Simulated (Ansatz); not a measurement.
# SiHF₃ (built from SMILES F.F[Si]F): one structure at several levels

Aim: energy, forces and dipole at a displaced guess of a reacting structure, from CCSD(T) and from density functionals.

The runs use Ansatz 0.2.0, Gaussian basis; single points in def2-TZVPP.

Cores are frozen in the correlated methods.

## 1. Where the work starts

5 atoms, charge 0, spin multiplicity 1.

Atoms are counted from 1 here; the program's logs count them from 0.

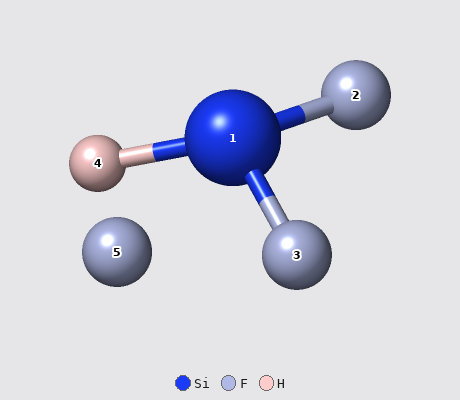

Start geometry, drawn with silicon blue, fluorine light blue, hydrogen pink; atoms are numbered from 1 in the order of the file.

As a file:

```xyz
5

Si    0.2092   -0.5264    0.2092
F     1.4764   -0.5383   -0.7481
F    -0.8225   -1.0124   -0.8806
H    -0.3155    0.5942    1.1225
F    -0.5769    1.4471    0.3022
```

## 2. CCSD(T)/def2-TZVPP

Input file run/in.yaml:

```yaml
crystal:
  periodic: [false, false, false]
  atoms:
    - {symbol: Si, position_ang: [0.209200, -0.526400, 0.209200]}
    - {symbol: F, position_ang: [1.476400, -0.538300, -0.748100]}
    - {symbol: F, position_ang: [-0.822500, -1.012400, -0.880600]}
    - {symbol: H, position_ang: [-0.315500, 0.594200, 1.122500]}
    - {symbol: F, position_ang: [-0.576900, 1.447100, 0.302200]}
basis:
  gaussian: {orbitals: def2-TZVPP}
correlation: {method: ccsd_t}
output: {forces: true}
```

The command line of these runs was not kept.

## 3. PBE0-D4/def2-TZVPP

Edit run/in.yaml of step 2 so:

```diff
@@ -10,3 +10,3 @@
   gaussian: {orbitals: def2-TZVPP}
-correlation: {method: ccsd_t}
-output: {forces: true}
+hamiltonian: {xc: pbe0, dispersion: d4}
+output: {forces: true, orbitals: {seedname: orbitals}}
```

## 4. wB97M-V/def2-TZVPP

Edit run/in.yaml of step 3 so:

```diff
@@ -10,3 +10,3 @@
   gaussian: {orbitals: def2-TZVPP}
-hamiltonian: {xc: pbe0, dispersion: d4}
-output: {forces: true, orbitals: {seedname: orbitals}}
+hamiltonian: {xc: {name: wB97M-V}}
+output: {forces: true}
```

## 5. r2SCAN-D4/def2-TZVPP

Edit run/in.yaml of step 4 so:

```diff
@@ -10,3 +10,3 @@
   gaussian: {orbitals: def2-TZVPP}
-hamiltonian: {xc: {name: wB97M-V}}
+hamiltonian: {xc: r2scan, dispersion: d4}
 output: {forces: true}
```

## 6. PBE-D4/def2-TZVPP

Edit run/in.yaml of step 5 so:

```diff
@@ -10,3 +10,3 @@
   gaussian: {orbitals: def2-TZVPP}
-hamiltonian: {xc: r2scan, dispersion: d4}
+hamiltonian: {xc: pbe, dispersion: d4}
 output: {forces: true}
```

## 7. BLYP-D4/def2-TZVPP

Edit run/in.yaml of step 6 so:

```diff
@@ -10,3 +10,3 @@
   gaussian: {orbitals: def2-TZVPP}
-hamiltonian: {xc: pbe, dispersion: d4}
+hamiltonian: {xc: {name: BLYP}, dispersion: d4}
 output: {forces: true}
```

## 8. BHLYP-D4/def2-TZVPP

Edit run/in.yaml of step 7 so:

```diff
@@ -10,3 +10,3 @@
   gaussian: {orbitals: def2-TZVPP}
-hamiltonian: {xc: {name: BLYP}, dispersion: d4}
+hamiltonian: {xc: {name: BHLYP}, dispersion: d4}
 output: {forces: true}
```

(Steps that only read results are left out.)

Q: Predict the outcome of this session. Wanted: energy less free atoms, CCSD(T)/def2-TZVPP; RMS force component; RMS force error; HOMO and LUMO, PBE0-D4; T1 diagnostic.

As calculated:

| quantity | value |
| --- | --- |
| energy less free atoms, CCSD(T)/def2-TZVPP | -1653.3 kJ/mol |
| RMS force component | 0.727 to 1.095 eV/Å over the methods |
| RMS force error | PBE0-D4 0.026, wB97M-V 0.098, r2SCAN-D4 0.180, PBE-D4 0.444, BLYP-D4 0.552, BHLYP-D4 0.289 eV/Å |
| HOMO and LUMO, PBE0-D4 | -8.78 and -2.46 eV |
| T1 diagnostic | 0.016 |

What this shows: Against CCSD(T) the functionals' energies less atoms differ by -125.5 to +74.6 kJ/mol, PBE-D4 by -125.5 kJ/mol. A larger basis would deepen the CCSD(T) value, while the functionals are nearly converged already, so the order here is not reliable. On forces the order runs from PBE0-D4 to BLYP-D4. Frozen-core CCSD(T) forces in triple zeta carry basis errors of their own, and this is one geometry, so small gaps rank nothing. The restricted Hartree–Fock reference is unstable towards an unrestricted one at one or more of these structures.
